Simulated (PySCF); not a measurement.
## Electronic structure of C$_{6}$H$_{9}$N$_{3}$Si (SMILES C[C@H]([SiH2]C#N)c1cn[nH]c1) in real space

The calculation's input:

```
{"job": {"kind": "nmr", "xc": "PBE0", "basis": "pcSseg-1", "solvent": "dichloromethane", "pop": false}, "charge": 0, "multiplicity": 1}
C     -0.696175    -1.823663    -0.700456
C     -0.507222    -0.817132     0.439221
Si    -2.011091     0.359590     0.564921
C     -1.840303     1.592004    -0.829071
N     -1.721839     2.348069    -1.681477
C      0.784328    -0.073462     0.282213
C      1.983044    -0.536178    -0.296910
N      2.923444     0.384967    -0.258514
N      2.372273     1.437456     0.333022
C      1.086467     1.213584     0.675550
H     -1.646242    -2.345694    -0.601270
H      0.096745    -2.568561    -0.694215
H     -0.680262    -1.316201    -1.663220
H     -0.451895    -1.387131     1.377436
H     -2.016795     1.137308     1.807498
H     -3.269896    -0.358680     0.358656
H      2.193662    -1.490988    -0.734137
H      2.907628     2.281184     0.460829
H      0.494127     1.963528     1.159924
```

Launched as:

```sh
OMP_NUM_THREADS=1 python ens_run.py task.json out
```

Geometry: GFN2-xTB.

Level of theory: PBE0/pcSseg-1, SCF density, in a dichloromethane solvent model, non-relativistic in PySCF 2.14.0.

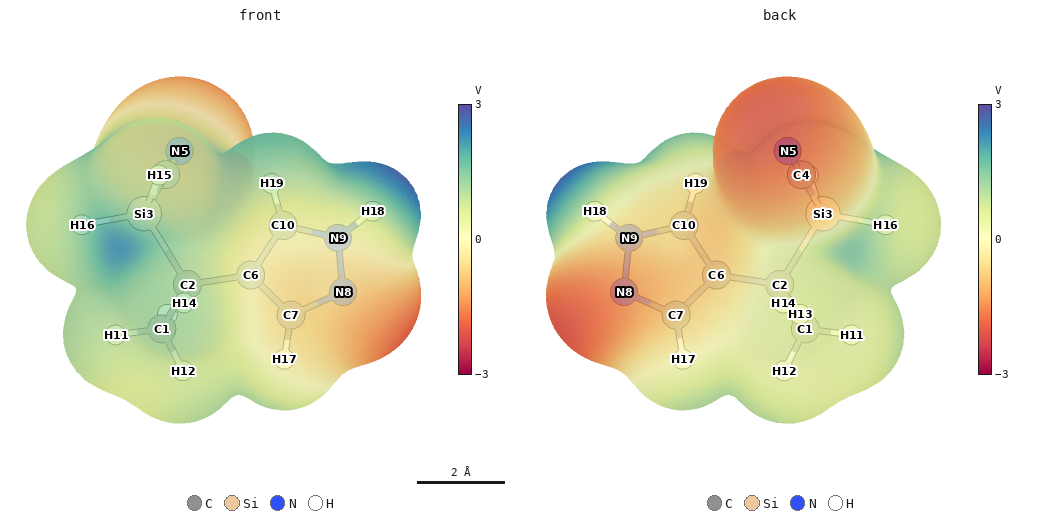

Figure 1. The molecular electrostatic potential painted on the density surface at 0.002 e/bohr³, seen from the front and from behind; red is negative and blue positive.

**Which sites attract a positive test charge, and which a negative one?**

A positive charge is drawn to the negative regions and a negative charge to the positive ones. The most negative region (about −2.1 V) lies over N5 and N8, the most positive (about +2.7 V) over H18.

**How polar is the molecule by this calculation?**

Its dipole moment is 5.04 D.

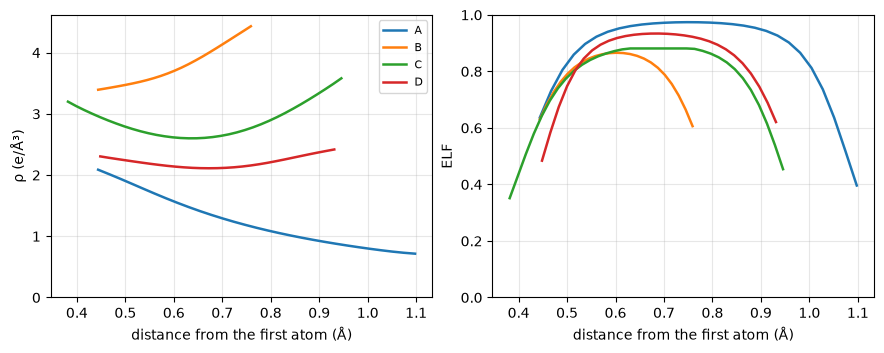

Figure 2. Total electron density and electron localisation function along straight lines between neighbouring atoms. The curves leave out the atomic cores.

**Which curve belongs to which contact (C–C, C–N, C–Si and N–N)? The first atom named is at distance zero.**

Curve A: C–Si (1.87 Å): ρ at the midpoint is about 0.88 e/Å³; the ELF peaks at about 1 between the atoms: a covalent bond. Curve B: C–N (1.15 Å): the density is about 3.6 e/Å³ at the midpoint; the ELF peaks at about 0.85 between the atoms (a multiple bond). Curve C: N–N (1.33 Å): ρ is about 2.6 e/Å³ halfway; the ELF peaks at about 0.90 between the atoms (localised, covalent bonding). Curve D: C–C (1.38 Å): ρ at the midpoint is about 2.1 e/Å³; the ELF peaks at about 0.95 between the atoms (localised, covalent bonding).
